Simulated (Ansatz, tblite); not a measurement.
# PPAsAs tetrahedron (As2P2): spin-state energies by level

Aim: set other spin states of PPAsAs tetrahedron (As2P2) against its singlet, on many levels of theory.

Method: as each input shows; program: Ansatz 0.2.0, Gaussian basis.

Plan: triplet, at the geometry of the singlet (GFN1-xTB, GFN2-xTB, PBE0-D4/def2-TZVP, PBE-D4/def2-TZVP, r2SCAN-D4/def2-TZVP); the singlet's energies come from earlier runs.

## 1. The geometry

The singlet was relaxed beforehand with r2SCAN-D4/def2-SVP.

4 atoms, charge 0, spin multiplicity 1.

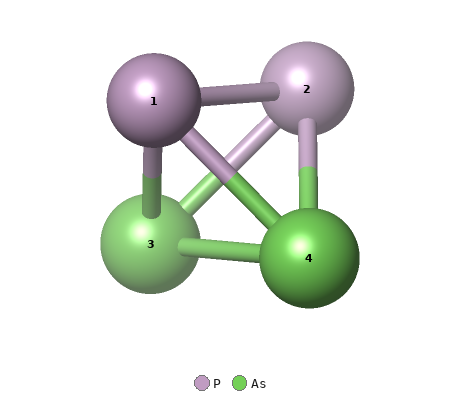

The geometry (phosphorus pink, arsenic green); atoms are numbered from 1 in the order of the file.

## 2. Triplet at the fixed geometry, GFN1-xTB

Tight binding, by tblite at 300 K electronic temperature and without a spin-polarisation term:

```python
tblite.interface.Calculator('GFN1-xTB', numbers, positions, charge=0, uhf=2).singlepoint()
```

Energy -268.8365 eV; 0.005 s.

## 3. Triplet at the fixed geometry, GFN2-xTB

Tight binding, by tblite at 300 K electronic temperature and without a spin-polarisation term:

```python
tblite.interface.Calculator('GFN2-xTB', numbers, positions, charge=0, uhf=2).singlepoint()
```

Energy -263.8953 eV; 0.005 s.

## 4. Triplet at the fixed geometry, PBE0-D4/def2-TZVP

in.yaml reads:

```yaml
crystal:
  periodic: [false, false, false]
  atoms:
    - {symbol: P, position_ang: [-0.943424, -0.902907, -0.458747]}
    - {symbol: P, position_ang: [-0.679308, 1.165852, 0.308335]}
    - {symbol: As, position_ang: [0.981021, 0.267150, -1.058264]}
    - {symbol: As, position_ang: [0.641711, -0.530095, 1.208675]}
basis:
  gaussian: {orbitals: def2-TZVP}
magnetization: {spin_polarized: true, initial_magnetization: 2}
hamiltonian: {xc: pbe0, dispersion: d4}
scf: {omitted_lower_state_checks: [starts]}
output: {orbitals: {seedname: orbitals}}
```

Started as:

```bash
$ ansatz run in.yaml --threads 4 --pin off --events-out ev --progress --plain --max-ram 3916MiB
```

The log of the run:

```text
Functional definition: PBE0
  name "PBE0"
  cite "Adamo & Barone, J. Chem. Phys. 110, 6158 (1999) doi:10.1063/1.478522"
  cite "Perdew, Burke & Ernzerhof, Phys. Rev. Lett. 77, 3865 (1996) doi:10.1103/PhysRevLett.77.3865"
  parent pbe
  parameter a = 0.25
  parameter kappa = 0.804
  parameter beta = 0.06672455060314922
  exchange = (1 - a)*pbe_x(kappa = kappa, mu = beta*pi^2/3) + a*exact_x
  correlation = pbe_c(beta = beta)
these checks for a lower state are left out or cut short: starts
1092 factors; integrals over basis functions are off by at most 6.6e-4 eV
mean field evaluation 1: about -140234.8638 eV, gradient 1.8e1 eV
mean field evaluation 2: about -140222.7650 eV, gradient 4.7e1 eV
mean field evaluation 4: about -140236.6020 eV, gradient 2.2e0 eV
mean field evaluation 8: about -140236.8686 eV, gradient 3.9e-1 eV
mean field evaluation 16: about -140236.8780 eV, gradient 3.7e-2 eV
mean field evaluation 32: about -140236.8782 eV, gradient 1.3e-4 eV
mean field -140237.36086636 eV, -5153.6279555415 hartree, gradient 4.0e-6 eV, S^2 2.009770; 1 other end points of the search recorded, 0 dependent functions left out
reference -140237.36088980 eV, -5153.6279564029 hartree; 49, 47 occupied and 121, 123 virtual orbitals, 1092 factors
Total energy: -140237.57452894 eV, -5153.6358074966 hartree
Checks for a lower state left out: starts
```

It took 20 s on 4 threads of Arm Neoverse V2, shared host; peak memory 0.75 GiB.

From the report: HOMO -3.46 eV, LUMO -5.03 eV (over both spins; with the spin held, an empty level of the minority spin lies below the top filled one); ⟨S²⟩ 2.010 (pure: 2.00); the next solution that the search met lies 0.483 eV higher.

## 5. Triplet at the fixed geometry, PBE-D4/def2-TZVP

start.molden holds the orbitals of an earlier run on this state, given as this run's starting guess.

in.yaml, as its differences from that of step 4:

```diff
@@ -8,5 +8,5 @@
 basis:
-  gaussian: {orbitals: def2-TZVP}
+  gaussian: {orbitals: def2-TZVP, initial_orbitals: start.molden}
 magnetization: {spin_polarized: true, initial_magnetization: 2}
-hamiltonian: {xc: pbe0, dispersion: d4}
+hamiltonian: {xc: pbe, dispersion: d4}
 scf: {omitted_lower_state_checks: [starts]}
```

The command is unchanged.

The log of the run:

```text
Functional definition: PBE
  name "PBE"
  cite "Perdew, Burke & Ernzerhof, Phys. Rev. Lett. 77, 3865 (1996) doi:10.1103/PhysRevLett.77.3865"
  parent pbe
  parameter kappa = 0.804
  parameter beta = 0.06672455060314922
  exchange = pbe_x(kappa = kappa, mu = beta*pi^2/3)
  correlation = pbe_c(beta = beta)
these checks for a lower state are left out or cut short: starts
1286 factors; their error is unknown
mean field evaluation 1: about -140232.4985 eV, gradient 1.0e1 eV
mean field evaluation 2: about -140232.6315 eV, gradient 2.0e-1 eV
mean field evaluation 4: about -140232.6203 eV, gradient 1.0e-2 eV
mean field evaluation 8: about -140232.6203 eV, gradient 2.4e-5 eV
mean field -140232.62034035 eV, -5153.4537444240 hartree, gradient 6.1e-6 eV, S^2 2.006252; 0 other end points of the search recorded, 0 dependent functions left out
reference -140232.62037167 eV, -5153.4537455750 hartree; 49, 47 occupied and 121, 123 virtual orbitals, 1286 factors
Total energy: -140232.87571646 eV, -5153.4631293226 hartree
Checks for a lower state left out: starts
```

Wall time 4 s (4 threads of Arm Neoverse V2, shared host).

HOMO -2.48 eV, LUMO -5.86 eV (over both spins; with the spin held, an empty level of the minority spin lies below the top filled one); ⟨S²⟩ 2.006 (pure: 2.00).

## 6. Triplet at the fixed geometry, r2SCAN-D4/def2-TZVP

in.yaml, as its differences from that of step 5:

```diff
@@ -10,3 +10,3 @@
 magnetization: {spin_polarized: true, initial_magnetization: 2}
-hamiltonian: {xc: pbe, dispersion: d4}
+hamiltonian: {xc: r2scan, dispersion: d4}
 scf: {omitted_lower_state_checks: [starts]}
```

Same command.

The log of the run:

```text
Functional definition: r2SCAN
  name "r2SCAN"
  cite "Furness, Kaplan, Ning, Perdew & Sun, J. Phys. Chem. Lett. 11, 8208 (2020) doi:10.1021/acs.jpclett.0c02405"
  cite "Furness, Kaplan, Ning, Perdew & Sun, J. Phys. Chem. Lett. 11, 9248 (2020) doi:10.1021/acs.jpclett.0c03077"
  parent r2scan
  parameter k0 = 0.174
  parameter k1 = 0.065
  parameter a1 = 4.9479
  exchange = r2scan_x(k0 = k0, k1 = k1, a1 = a1)
  correlation = r2scan_c
these checks for a lower state are left out or cut short: starts
1286 factors; their error is unknown
mean field evaluation 1: about -140257.1788 eV, gradient 7.4e0 eV
mean field evaluation 2: about -140257.2416 eV, gradient 1.1e-1 eV
mean field evaluation 4: about -140257.2313 eV, gradient 7.0e-3 eV
mean field evaluation 8: about -140257.2313 eV, gradient 2.0e-5 eV
mean field -140257.23130200 eV, -5154.3581805827 hartree, gradient 1.2e-5 eV, S^2 2.012045; 0 other end points of the search recorded, 0 dependent functions left out
reference -140257.23131226 eV, -5154.3581809596 hartree; 49, 47 occupied and 121, 123 virtual orbitals, 1286 factors
Total energy: -140257.27776797 eV, -5154.3598881755 hartree
Checks for a lower state left out: starts
```

Run time: 10 s. Hardware: 4 threads of Arm Neoverse V2, shared host.

Report: HOMO -2.75 eV, LUMO -5.70 eV (over both spins; with the spin held, an empty level of the minority spin lies below the top filled one); ⟨S²⟩ 2.012 (pure: 2.00).

## 7. Triplet less singlet, vertical

The singlet's energies are those of its earlier runs, whose logs aren't repeated here.

| level | triplet less singlet, vertical (kcal/mol) | time |
| --- | --- | --- |
| GFN1-xTB | +74.9 | 0.009 s |
| GFN2-xTB | +76.5 | 0.008 s |
| PBE-D4/def2-TZVP | +91.0 | 5.7 s |
| r2SCAN-D4/def2-TZVP | +90.5 | 14 s |
| PBE0-D4/def2-TZVP | +90.1 | 23 s |

Times add the two runs; a level without a time comes out of a correlated run. Tight binding without a spin term can't rank spin states.

## 8. Results

| quantity | value |
| --- | --- |
| triplet less singlet, vertical, functionals in def2-TZVP | +90.1 (PBE0-D4) to +91.0 kcal/mol (PBE-D4) |

All functionals put the triplet above the singlet, over a spread of 1.0 kcal/mol. The checks for a lower triplet were left out, so another state of that spin may lie lower. These are electronic energies, without zero-point motion, entropy or surroundings.
